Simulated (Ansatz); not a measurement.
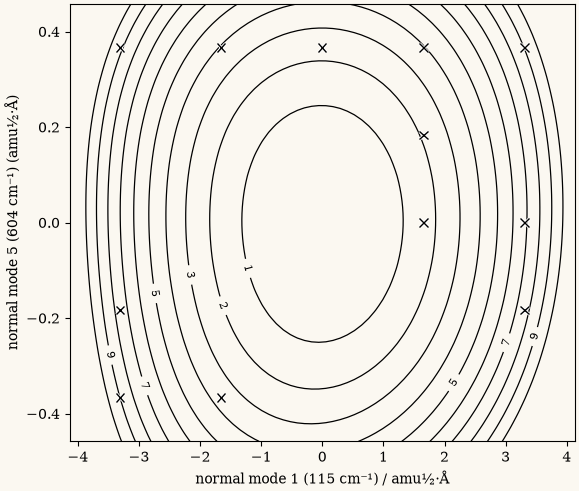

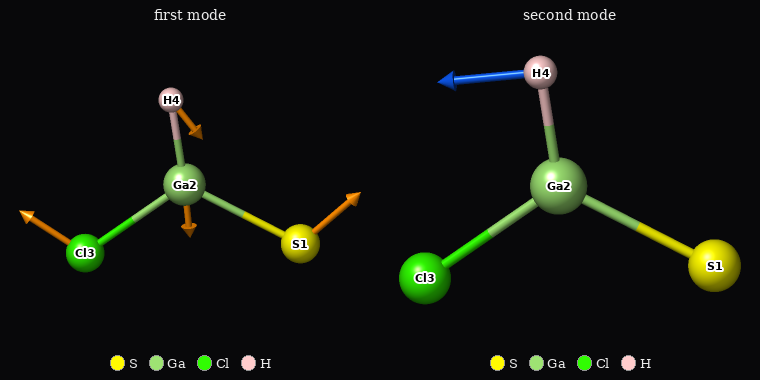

Energy landscape of ClGaHS, SMILES [S][GaH][Cl], spin multiplicity 2. First axis: normal mode 1 (115 cm⁻¹). Second axis: normal mode 5 (604 cm⁻¹). Nothing is relaxed (straight displacements along the two mass-weighted modes). The scan uses an 11 × 11 grid. At 12 points there is no value. Energies are in kcal/mol, from the relaxed molecule at the same level. These are results of Ansatz, UKS CAM-B3LYP-D4/def2-SVP, not measurements.

In the figure: contour lines labelled in kcal/mol (none above 10), crosses at grid points without a value. Between grid points the surface is interpolated. The second picture is the structure at the lowest point

Q: What does the map say about the system?

A: The lowest grid point is at normal mode 1 (115 cm⁻¹) = 0.00 amu½·Å, normal mode 5 (604 cm⁻¹) = 0.000 amu½·Å, 0.0 kcal/mol from the relaxed molecule at the same level. It is the only kind of minimum in the scanned range. The highest grid point, normal mode 1 (115 cm⁻¹) = 4.13 amu½·Å, normal mode 5 (604 cm⁻¹) = −0.458 amu½·Å, lies 16.4 kcal/mol above the lowest.

Grid values (kcal/mol):

```tsv
normal mode 5 (604 cm⁻¹) ↓, normal mode 1 (115 cm⁻¹) →	−4.13	−3.31	−2.48	−1.65	−0.83	0.00	0.83	1.65	2.48	3.31	4.13
0.458	15.3	10.8	7.6	5.5	4.3	3.9	4.3	5.4	7.5	10.5	14.7
0.366	13.7	–	6.0	–	2.7	–	2.8	–	6.0	–	13.2
0.275	12.7	8.1	4.9	2.8	1.6	1.3	1.7	2.8	4.9	8.0	12.2
0.183	12.0	7.4	4.2	2.1	0.9	0.5	0.9	–	4.2	7.3	11.5
0.092	11.7	7.1	3.8	1.7	0.5	0.1	0.5	1.7	3.8	6.9	11.2
0.000	11.6	7.0	3.7	1.6	0.4	0.0	0.4	–	3.7	–	11.1
−0.092	11.9	7.2	3.9	1.7	0.5	0.1	0.5	1.7	3.9	7.1	11.4
−0.183	12.3	–	4.3	2.1	0.9	0.5	1.0	2.2	4.4	–	12.1
−0.275	12.9	8.1	4.9	2.7	1.5	1.2	1.7	3.0	5.2	8.6	13.1
−0.366	13.7	–	5.7	–	2.5	2.2	2.8	4.2	6.5	9.9	14.6
−0.458	14.7	10.1	6.9	4.9	3.8	3.6	4.3	5.7	8.2	11.7	16.4
```

Each point was launched as `ansatz run input.yaml --threads 1 --pin off --max-ram 2560MiB --backend cpu --events-out ev --progress --plain --runs-dir out`. The whole map (109 points run) took 14 min on 1 thread of Arm Neoverse V2, with other jobs on the host.
